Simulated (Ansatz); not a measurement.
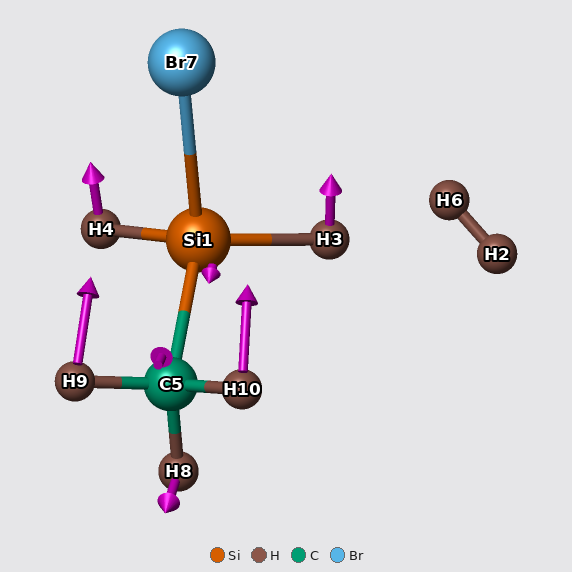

The arrows show one normal mode. Harmonic vibrations computed with RKS PBE0-D4/def2-TZVP (Ansatz 0.2.0) at a stationary point of the same level.

Question: At what wavenumber does it lie?

Answer: 749 cm⁻¹; it is mode 12 of 24 counted from the lowest.
